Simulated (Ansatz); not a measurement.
# BH₃O₂Si (SMILES B[Si](=O)O): molecular dynamics

Aim: follow the atoms for 80 steps of 0.75 fs with a Langevin thermostat, with velocities drawn for 100 K.

Computed with Ansatz 0.2.0, Gaussian basis. Level: PBE0-D4/def2-SVP.

1 further run of the same task is left out (it didn't finish).

## Step 1: The starting structure

SMILES `B[Si](=O)O`, 7 atoms, charge 0, spin multiplicity 1.

Atoms are counted from 1 here; the program's logs count them from 0.

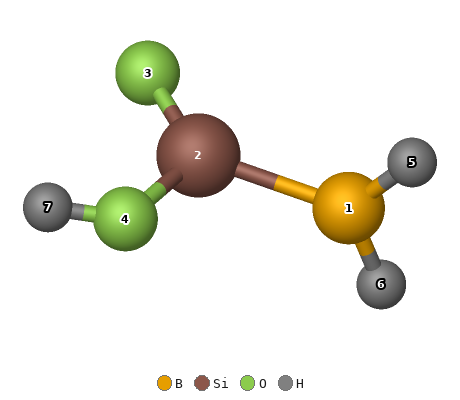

Start geometry, drawn with boron amber, silicon brown, oxygen green, hydrogen grey; atoms are numbered from 1 in the order of the file.

Geometry (Å):

```
B    -0.8933    1.0419   -0.0278
Si    0.5271   -0.2100    0.3715
O     1.5781   -0.2243    1.4626
O     0.4321   -1.3824   -0.7556
H    -0.7173    1.9669   -0.7210
H    -1.9546    0.9364    0.4535
H     1.0280   -2.1285   -0.7833
```

## Step 2: The run

The input, md/in.yaml:

```yaml
crystal:
  periodic: [false, false, false]
  atoms:
    - {symbol: B, position_ang: [-0.893340, 1.041950, -0.027760]}
    - {symbol: Si, position_ang: [0.527120, -0.210020, 0.371550]}
    - {symbol: O, position_ang: [1.578090, -0.224350, 1.462560]}
    - {symbol: O, position_ang: [0.432060, -1.382440, -0.755610]}
    - {symbol: H, position_ang: [-0.717290, 1.966950, -0.720970]}
    - {symbol: H, position_ang: [-1.954620, 0.936410, 0.453490]}
    - {symbol: H, position_ang: [1.027980, -2.128500, -0.783260]}
basis:
  gaussian: {orbitals: def2-SVP}
hamiltonian: {xc: pbe0, dispersion: d4}
md: {n_steps: 80, timestep: 0.75, temperature: 100, ensemble: nvt_langevin, seed: 25, friction: 0.05, initial_velocities: maxwell_boltzmann}
```

Started as:

```console
$ ansatz run in.yaml --threads 2 --pin off --events-out ev --progress --plain --max-ram 3481MiB
```

Log:

```text
Functional definition: PBE0
  name "PBE0"
  cite "Adamo & Barone, J. Chem. Phys. 110, 6158 (1999) doi:10.1063/1.478522"
  cite "Perdew, Burke & Ernzerhof, Phys. Rev. Lett. 77, 3865 (1996) doi:10.1103/PhysRevLett.77.3865"
  parent pbe
  parameter a = 0.25
  parameter kappa = 0.804
  parameter beta = 0.06672455060314922
  exchange = (1 - a)*pbe_x(kappa = kappa, mu = beta*pi^2/3) + a*exact_x
  correlation = pbe_c(beta = beta)
776 factors; integrals over basis functions are off by at most 3.2e-4 eV
mean field evaluation 1: about -12672.6089 eV, gradient 7.0e1 eV
mean field evaluation 2: about -12593.3848 eV, gradient 1.7e2 eV
mean field evaluation 4: about -12681.4022 eV, gradient 1.3e1 eV
mean field evaluation 8: about -12681.7567 eV, gradient 1.7e-1 eV
mean field evaluation 16: about -12681.7568 eV, gradient 7.4e-6 eV
mean field -12681.75675093 eV, -466.0459645933 hartree, gradient 7.4e-6 eV, S^2 0.000000; 0 other end points of the search recorded, 0 dependent functions left out
the calculation of the forces begins
reference -12681.75677376 eV, -466.0459654321 hartree; 19, 19 occupied and 56, 56 virtual orbitals, 776 factors
md step     0: t =     0.00 fs  T =    85.7 K  F+E_penalty+E_count = -12681.86270463 eV  E_kin = 0.077556 eV  (26 SCF iters)
these checks for a lower state are left out or cut short: starts, cluster_reference, orbital_swaps, neighbouring_geometries, increment
776 factors; integrals over basis functions are off by at most 3.2e-4 eV
mean field -12681.77189065 eV, -466.0465209675 hartree, gradient 7.6e-5 eV, S^2 0.000000; 0 other end points of the search recorded, 0 dependent functions left out
the calculation of the forces begins
reference -12681.77191347 eV, -466.0465218064 hartree; 19, 19 occupied and 56, 56 virtual orbitals, 776 factors
md step     1: t =     0.75 fs  T =    97.4 K  F+E_penalty+E_count = -12681.87778781 eV  E_kin = 0.088166 eV  (27 SCF iters, 3 dispersion substeps)
these checks for a lower state are left out or cut short: starts, cluster_reference, orbital_swaps, neighbouring_geometries, increment
776 factors; integrals over basis functions are off by at most 3.2e-4 eV
mean field -12681.78408727 eV, -466.0469691853 hartree, gradient 7.6e-5 eV, S^2 0.000000; 0 other end points of the search recorded, 0 dependent functions left out
the calculation of the forces begins
reference -12681.78411011 eV, -466.0469700247 hartree; 19, 19 occupied and 56, 56 virtual orbitals, 776 factors
md step     2: t =     1.50 fs  T =    98.5 K  F+E_penalty+E_count = -12681.88991407 eV  E_kin = 0.089097 eV  (27 SCF iters, 3 dispersion substeps)
[... from here on, the SCF cycles and remarks between the steps are left out ...]
md step     3: t =     2.25 fs  T =   101.5 K  F+E_penalty+E_count = -12681.89645327 eV  E_kin = 0.091813 eV  (27 SCF iters, 3 dispersion substeps)
md step     4: t =     3.00 fs  T =   109.3 K  F+E_penalty+E_count = -12681.90049229 eV  E_kin = 0.098935 eV  (26 SCF iters, 3 dispersion substeps)
md step     5: t =     3.75 fs  T =    96.8 K  F+E_penalty+E_count = -12681.90301782 eV  E_kin = 0.087571 eV  (26 SCF iters, 3 dispersion substeps)
md step     6: t =     4.50 fs  T =   100.9 K  F+E_penalty+E_count = -12681.90558539 eV  E_kin = 0.091270 eV  (25 SCF iters, 3 dispersion substeps)
md step     7: t =     5.25 fs  T =   109.3 K  F+E_penalty+E_count = -12681.90973560 eV  E_kin = 0.098915 eV  (26 SCF iters, 3 dispersion substeps)
md step     8: t =     6.00 fs  T =    96.3 K  F+E_penalty+E_count = -12681.91339767 eV  E_kin = 0.087101 eV  (27 SCF iters, 3 dispersion substeps)
md step     9: t =     6.75 fs  T =   104.0 K  F+E_penalty+E_count = -12681.91531383 eV  E_kin = 0.094077 eV  (25 SCF iters, 3 dispersion substeps)
md step    10: t =     7.50 fs  T =   113.3 K  F+E_penalty+E_count = -12681.91614348 eV  E_kin = 0.102480 eV  (27 SCF iters, 3 dispersion substeps)
md step    11: t =     8.25 fs  T =   117.1 K  F+E_penalty+E_count = -12681.91608891 eV  E_kin = 0.105942 eV  (27 SCF iters, 3 dispersion substeps)
md step    12: t =     9.00 fs  T =   107.3 K  F+E_penalty+E_count = -12681.91537056 eV  E_kin = 0.097072 eV  (27 SCF iters, 3 dispersion substeps)
md step    13: t =     9.75 fs  T =    85.2 K  F+E_penalty+E_count = -12681.91491798 eV  E_kin = 0.077075 eV  (27 SCF iters, 3 dispersion substeps)
md step    14: t =    10.50 fs  T =    61.3 K  F+E_penalty+E_count = -12681.91459794 eV  E_kin = 0.055475 eV  (24 SCF iters, 3 dispersion substeps)
md step    15: t =    11.25 fs  T =    70.9 K  F+E_penalty+E_count = -12681.91478653 eV  E_kin = 0.064123 eV  (24 SCF iters, 3 dispersion substeps)
md step    16: t =    12.00 fs  T =    55.7 K  F+E_penalty+E_count = -12681.91669418 eV  E_kin = 0.050357 eV  (24 SCF iters, 3 dispersion substeps)
md step    17: t =    12.75 fs  T =    50.0 K  F+E_penalty+E_count = -12681.91919059 eV  E_kin = 0.045270 eV  (25 SCF iters, 3 dispersion substeps)
md step    18: t =    13.50 fs  T =    57.0 K  F+E_penalty+E_count = -12681.92086816 eV  E_kin = 0.051551 eV  (25 SCF iters, 3 dispersion substeps)
md step    19: t =    14.25 fs  T =    61.7 K  F+E_penalty+E_count = -12681.91962920 eV  E_kin = 0.055836 eV  (25 SCF iters, 3 dispersion substeps)
md step    20: t =    15.00 fs  T =    49.6 K  F+E_penalty+E_count = -12681.91721563 eV  E_kin = 0.044867 eV  (27 SCF iters, 3 dispersion substeps)
md step    21: t =    15.75 fs  T =    45.1 K  F+E_penalty+E_count = -12681.91608052 eV  E_kin = 0.040852 eV  (24 SCF iters, 3 dispersion substeps)
md step    22: t =    16.50 fs  T =    65.3 K  F+E_penalty+E_count = -12681.91686789 eV  E_kin = 0.059105 eV  (24 SCF iters, 3 dispersion substeps)
md step    23: t =    17.25 fs  T =    58.6 K  F+E_penalty+E_count = -12681.91936144 eV  E_kin = 0.053026 eV  (25 SCF iters, 3 dispersion substeps)
md step    24: t =    18.00 fs  T =    74.0 K  F+E_penalty+E_count = -12681.92126491 eV  E_kin = 0.066929 eV  (25 SCF iters, 3 dispersion substeps)
md step    25: t =    18.75 fs  T =    85.9 K  F+E_penalty+E_count = -12681.92094564 eV  E_kin = 0.077766 eV  (25 SCF iters, 3 dispersion substeps)
md step    26: t =    19.50 fs  T =    74.7 K  F+E_penalty+E_count = -12681.91865681 eV  E_kin = 0.067571 eV  (25 SCF iters, 3 dispersion substeps)
md step    27: t =    20.25 fs  T =    82.8 K  F+E_penalty+E_count = -12681.91583564 eV  E_kin = 0.074903 eV  (25 SCF iters, 3 dispersion substeps)
md step    28: t =    21.00 fs  T =    89.6 K  F+E_penalty+E_count = -12681.91342552 eV  E_kin = 0.081090 eV  (24 SCF iters, 3 dispersion substeps)
md step    29: t =    21.75 fs  T =    72.3 K  F+E_penalty+E_count = -12681.90882636 eV  E_kin = 0.065414 eV  (27 SCF iters, 3 dispersion substeps)
md step    30: t =    22.50 fs  T =    65.5 K  F+E_penalty+E_count = -12681.90022689 eV  E_kin = 0.059293 eV  (25 SCF iters, 3 dispersion substeps)
md step    31: t =    23.25 fs  T =    61.2 K  F+E_penalty+E_count = -12681.89186998 eV  E_kin = 0.055336 eV  (25 SCF iters, 3 dispersion substeps)
md step    32: t =    24.00 fs  T =    59.4 K  F+E_penalty+E_count = -12681.88908475 eV  E_kin = 0.053779 eV  (24 SCF iters, 3 dispersion substeps)
md step    33: t =    24.75 fs  T =    65.4 K  F+E_penalty+E_count = -12681.89374761 eV  E_kin = 0.059179 eV  (25 SCF iters, 3 dispersion substeps)
md step    34: t =    25.50 fs  T =    65.0 K  F+E_penalty+E_count = -12681.89883426 eV  E_kin = 0.058798 eV  (27 SCF iters, 3 dispersion substeps)
md step    35: t =    26.25 fs  T =    66.7 K  F+E_penalty+E_count = -12681.89796726 eV  E_kin = 0.060369 eV  (27 SCF iters, 3 dispersion substeps)
md step    36: t =    27.00 fs  T =    57.1 K  F+E_penalty+E_count = -12681.89517094 eV  E_kin = 0.051695 eV  (24 SCF iters, 3 dispersion substeps)
md step    37: t =    27.75 fs  T =    56.1 K  F+E_penalty+E_count = -12681.89618457 eV  E_kin = 0.050801 eV  (24 SCF iters, 3 dispersion substeps)
md step    38: t =    28.50 fs  T =    79.3 K  F+E_penalty+E_count = -12681.90204106 eV  E_kin = 0.071754 eV  (24 SCF iters, 3 dispersion substeps)
md step    39: t =    29.25 fs  T =    90.7 K  F+E_penalty+E_count = -12681.90969000 eV  E_kin = 0.082092 eV  (27 SCF iters, 3 dispersion substeps)
md step    40: t =    30.00 fs  T =    98.8 K  F+E_penalty+E_count = -12681.91527785 eV  E_kin = 0.089433 eV  (27 SCF iters, 3 dispersion substeps)
md step    41: t =    30.75 fs  T =   122.3 K  F+E_penalty+E_count = -12681.91934557 eV  E_kin = 0.110697 eV  (27 SCF iters, 3 dispersion substeps)
md step    42: t =    31.50 fs  T =   128.0 K  F+E_penalty+E_count = -12681.92182875 eV  E_kin = 0.115797 eV  (27 SCF iters, 3 dispersion substeps)
md step    43: t =    32.25 fs  T =   108.0 K  F+E_penalty+E_count = -12681.92242526 eV  E_kin = 0.097700 eV  (27 SCF iters, 3 dispersion substeps)
md step    44: t =    33.00 fs  T =   100.8 K  F+E_penalty+E_count = -12681.91827829 eV  E_kin = 0.091206 eV  (27 SCF iters, 3 dispersion substeps)
md step    45: t =    33.75 fs  T =    98.2 K  F+E_penalty+E_count = -12681.91255057 eV  E_kin = 0.088840 eV  (25 SCF iters, 3 dispersion substeps)
md step    46: t =    34.50 fs  T =   105.2 K  F+E_penalty+E_count = -12681.90873443 eV  E_kin = 0.095183 eV  (24 SCF iters, 3 dispersion substeps)
md step    47: t =    35.25 fs  T =    95.9 K  F+E_penalty+E_count = -12681.90509816 eV  E_kin = 0.086770 eV  (24 SCF iters, 3 dispersion substeps)
md step    48: t =    36.00 fs  T =    85.9 K  F+E_penalty+E_count = -12681.90210273 eV  E_kin = 0.077705 eV  (25 SCF iters, 3 dispersion substeps)
md step    49: t =    36.75 fs  T =    87.9 K  F+E_penalty+E_count = -12681.89890328 eV  E_kin = 0.079524 eV  (24 SCF iters, 3 dispersion substeps)
md step    50: t =    37.50 fs  T =    99.2 K  F+E_penalty+E_count = -12681.89235683 eV  E_kin = 0.089764 eV  (24 SCF iters, 3 dispersion substeps)
md step    51: t =    38.25 fs  T =    73.8 K  F+E_penalty+E_count = -12681.88515440 eV  E_kin = 0.066745 eV  (24 SCF iters, 3 dispersion substeps)
md step    52: t =    39.00 fs  T =    63.2 K  F+E_penalty+E_count = -12681.88272693 eV  E_kin = 0.057147 eV  (24 SCF iters, 3 dispersion substeps)
md step    53: t =    39.75 fs  T =    69.0 K  F+E_penalty+E_count = -12681.88663140 eV  E_kin = 0.062410 eV  (25 SCF iters, 3 dispersion substeps)
md step    54: t =    40.50 fs  T =    81.0 K  F+E_penalty+E_count = -12681.89555569 eV  E_kin = 0.073263 eV  (25 SCF iters, 3 dispersion substeps)
md step    55: t =    41.25 fs  T =    82.8 K  F+E_penalty+E_count = -12681.90504104 eV  E_kin = 0.074901 eV  (24 SCF iters, 3 dispersion substeps)
md step    56: t =    42.00 fs  T =    82.4 K  F+E_penalty+E_count = -12681.90998478 eV  E_kin = 0.074526 eV  (24 SCF iters, 3 dispersion substeps)
md step    57: t =    42.75 fs  T =    74.9 K  F+E_penalty+E_count = -12681.90983858 eV  E_kin = 0.067814 eV  (24 SCF iters, 3 dispersion substeps)
md step    58: t =    43.50 fs  T =    72.4 K  F+E_penalty+E_count = -12681.90732949 eV  E_kin = 0.065465 eV  (24 SCF iters, 3 dispersion substeps)
md step    59: t =    44.25 fs  T =    69.1 K  F+E_penalty+E_count = -12681.90601351 eV  E_kin = 0.062561 eV  (25 SCF iters, 3 dispersion substeps)
md step    60: t =    45.00 fs  T =    70.3 K  F+E_penalty+E_count = -12681.90682716 eV  E_kin = 0.063565 eV  (25 SCF iters, 3 dispersion substeps)
md step    61: t =    45.75 fs  T =    54.8 K  F+E_penalty+E_count = -12681.90826511 eV  E_kin = 0.049605 eV  (24 SCF iters, 3 dispersion substeps)
md step    62: t =    46.50 fs  T =    67.4 K  F+E_penalty+E_count = -12681.90993284 eV  E_kin = 0.060994 eV  (24 SCF iters, 3 dispersion substeps)
md step    63: t =    47.25 fs  T =    76.2 K  F+E_penalty+E_count = -12681.91076676 eV  E_kin = 0.068986 eV  (24 SCF iters, 3 dispersion substeps)
md step    64: t =    48.00 fs  T =    72.1 K  F+E_penalty+E_count = -12681.90876934 eV  E_kin = 0.065208 eV  (27 SCF iters, 3 dispersion substeps)
md step    65: t =    48.75 fs  T =    75.7 K  F+E_penalty+E_count = -12681.90376662 eV  E_kin = 0.068529 eV  (24 SCF iters, 3 dispersion substeps)
md step    66: t =    49.50 fs  T =    75.0 K  F+E_penalty+E_count = -12681.89744229 eV  E_kin = 0.067884 eV  (24 SCF iters, 3 dispersion substeps)
md step    67: t =    50.25 fs  T =    70.0 K  F+E_penalty+E_count = -12681.89016504 eV  E_kin = 0.063305 eV  (24 SCF iters, 3 dispersion substeps)
md step    68: t =    51.00 fs  T =    63.8 K  F+E_penalty+E_count = -12681.88547864 eV  E_kin = 0.057715 eV  (25 SCF iters, 3 dispersion substeps)
md step    69: t =    51.75 fs  T =    64.3 K  F+E_penalty+E_count = -12681.88506409 eV  E_kin = 0.058182 eV  (25 SCF iters, 3 dispersion substeps)
md step    70: t =    52.50 fs  T =    65.0 K  F+E_penalty+E_count = -12681.88724863 eV  E_kin = 0.058803 eV  (25 SCF iters, 3 dispersion substeps)
md step    71: t =    53.25 fs  T =    61.5 K  F+E_penalty+E_count = -12681.89086610 eV  E_kin = 0.055620 eV  (24 SCF iters, 3 dispersion substeps)
md step    72: t =    54.00 fs  T =    77.0 K  F+E_penalty+E_count = -12681.89582516 eV  E_kin = 0.069645 eV  (24 SCF iters, 3 dispersion substeps)
md step    73: t =    54.75 fs  T =    86.6 K  F+E_penalty+E_count = -12681.90134489 eV  E_kin = 0.078313 eV  (24 SCF iters, 3 dispersion substeps)
md step    74: t =    55.50 fs  T =   119.9 K  F+E_penalty+E_count = -12681.90520369 eV  E_kin = 0.108516 eV  (24 SCF iters, 3 dispersion substeps)
md step    75: t =    56.25 fs  T =   126.6 K  F+E_penalty+E_count = -12681.90550275 eV  E_kin = 0.114576 eV  (26 SCF iters, 3 dispersion substeps)
md step    76: t =    57.00 fs  T =   127.5 K  F+E_penalty+E_count = -12681.90492139 eV  E_kin = 0.115338 eV  (27 SCF iters, 3 dispersion substeps)
md step    77: t =    57.75 fs  T =   111.3 K  F+E_penalty+E_count = -12681.90699862 eV  E_kin = 0.100685 eV  (24 SCF iters, 3 dispersion substeps)
md step    78: t =    58.50 fs  T =   134.5 K  F+E_penalty+E_count = -12681.91375083 eV  E_kin = 0.121725 eV  (27 SCF iters, 3 dispersion substeps)
md step    79: t =    59.25 fs  T =   140.6 K  F+E_penalty+E_count = -12681.91739450 eV  E_kin = 0.127215 eV  (27 SCF iters, 3 dispersion substeps)
these checks for a lower state are left out or cut short: starts, cluster_reference, orbital_swaps, neighbouring_geometries, increment
776 factors; integrals over basis functions are off by at most 3.2e-4 eV
mean field -12681.80895807 eV, -466.0478831704 hartree, gradient 8.1e-5 eV, S^2 0.000000; 0 other end points of the search recorded, 0 dependent functions left out
the calculation of the forces begins
reference -12681.80898104 eV, -466.0478840145 hartree; 19, 19 occupied and 56, 56 virtual orbitals, 776 factors
776 factors; integrals over basis functions are off by at most 3.2e-4 eV
mean field evaluation 544: about -12681.8090 eV, gradient 2.1e-3 eV
mean field -12681.80895807 eV, -466.0478831704 hartree, gradient 8.1e-5 eV, S^2 0.000000; 1 other end points of the search recorded, 0 dependent functions left out
the calculation of the forces begins
reference -12681.80898104 eV, -466.0478840145 hartree; 19, 19 occupied and 56, 56 virtual orbitals, 776 factors
md step    80: t =    60.00 fs  T =   115.0 K  F+E_penalty+E_count = -12681.91397533 eV  E_kin = 0.104072 eV  (27 SCF iters, 3 dispersion substeps)
Total energy: -12681.91399830 eV, -466.0517433275 hartree
Atom 0 at    -0.929433     1.053347     0.059224 Å, force    -0.523311    -0.354490     0.345481 eV/Å
Atom 1 at     0.581869    -0.217405     0.354926 Å, force    -0.446026    -0.107566     0.083970 eV/Å
Atom 2 at     1.534597    -0.262463     1.540682 Å, force     0.454584     0.201864     0.430095 eV/Å
Atom 3 at     0.474042    -1.375309    -0.786916 Å, force     0.230954    -0.690628    -0.512120 eV/Å
Atom 4 at    -0.895677     1.962653    -0.708196 Å, force     0.106321     0.309549    -0.201291 eV/Å
Atom 5 at    -1.974026     0.892552     0.691795 Å, force     0.528969     0.034142    -0.236912 eV/Å
Atom 6 at     1.059666    -2.157610    -0.765881 Å, force    -0.351490     0.607130     0.090778 eV/Å
Dipole moment:    -0.334774    -0.073292    -0.519116 e Å
```

Wall time 1.9 min (2 threads of Intel Xeon Platinum 8259CL at 2.50GHz, shared host); peak memory 0.17 GiB.

## Step 3: Frames and traces

One row in 5 steps:

```tsv
time (fs)	T (K)	potential (meV)	potential + kinetic (meV)	B1–Si2 (Å)	B1–H6 (Å)	B1–H5 (Å)
0.00	86	0.0	0.0	1.935	1.170	1.169
3.75	97	-40.3	-30.3	1.952	1.200	1.229
7.50	113	-53.4	-28.5	1.970	1.236	1.214
11.25	71	-52.1	-65.5	1.993	1.219	1.192
15.00	50	-54.5	-87.2	2.013	1.191	1.209
18.75	86	-58.2	-58.0	2.034	1.203	1.217
22.50	66	-37.5	-55.8	2.056	1.218	1.178
26.25	67	-35.3	-52.4	2.062	1.204	1.200
30.00	99	-52.6	-40.7	2.045	1.209	1.221
33.75	98	-49.8	-38.6	2.015	1.217	1.186
37.50	99	-29.7	-17.4	1.989	1.193	1.218
41.25	83	-42.3	-45.0	1.974	1.205	1.211
45.00	70	-44.1	-58.1	1.971	1.231	1.188
48.75	76	-41.1	-50.1	1.972	1.199	1.199
52.50	65	-24.5	-43.3	1.973	1.196	1.224
56.25	127	-42.8	-5.8	1.981	1.228	1.226
60.00	115	-51.3	-24.8	1.997	1.232	1.190
```

Energies count from the start.

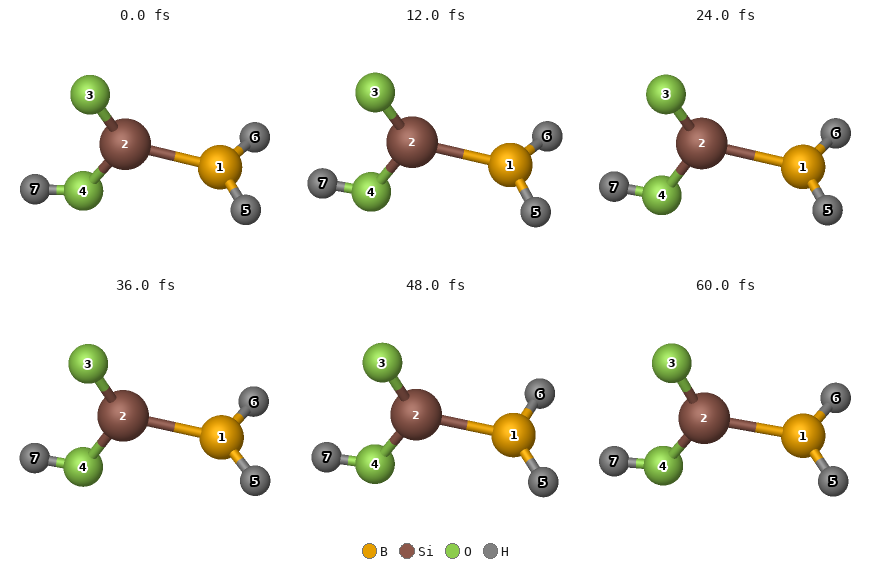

Six frames.

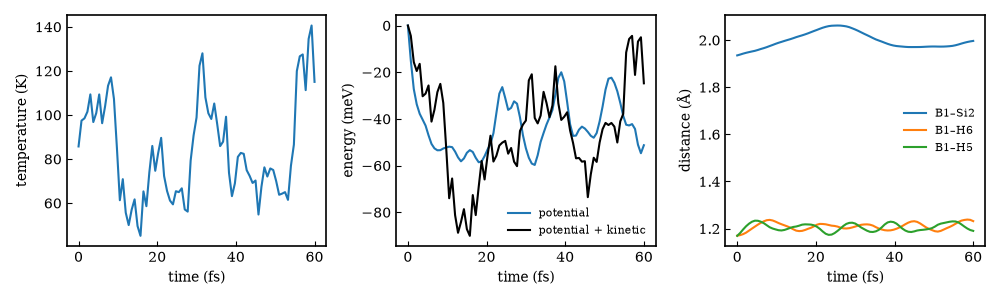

Temperature, energies and the distances followed.

Positions (Å) and forces (eV/Å) at 24.00 fs:

```xyz
7

B    -0.968    1.087   -0.007    0.387   -1.267    0.879
Si    0.534   -0.266    0.393   -1.016    0.532   -1.129
O     1.595   -0.287    1.474    0.557    0.047    0.834
O     0.449   -1.370   -0.828   -0.455    0.387    0.098
H    -0.763    2.005   -0.710    0.046    0.614   -0.462
H    -2.039    0.910    0.534    0.101    0.142   -0.163
H     1.032   -2.119   -0.714    0.380   -0.453   -0.057
```

Positions (Å) and forces (eV/Å) at 60.00 fs:

```xyz
7

B    -0.929    1.053    0.059   -0.523   -0.354    0.345
Si    0.582   -0.217    0.355   -0.446   -0.108    0.084
O     1.535   -0.262    1.541    0.455    0.202    0.430
O     0.474   -1.375   -0.787    0.231   -0.691   -0.512
H    -0.896    1.963   -0.708    0.106    0.310   -0.201
H    -1.974    0.893    0.692    0.529    0.034   -0.237
H     1.060   -2.158   -0.766   -0.351    0.607    0.091
```

## Step 4: Summary of results

```
                                                 quantity              value
                                                   length  80 steps, 60.0 fs
                                 temperature at the start               86 K
                            mean temperature, second half               89 K
lowest and highest potential energy, from the first frame      -60 and 0 meV
                    largest change of potential + kinetic           90.1 meV
```

What this shows: The thermostat trades energy with the molecule, so the sum of potential and kinetic energy isn't conserved: it changes by -25 meV over the run. The temperature runs between 45 and 141 K. The molecule keeps its bonds. Under Langevin the temperature counts 3N degrees of freedom, more than the drawn velocities fill, so it starts at 86 K, not 100 K.
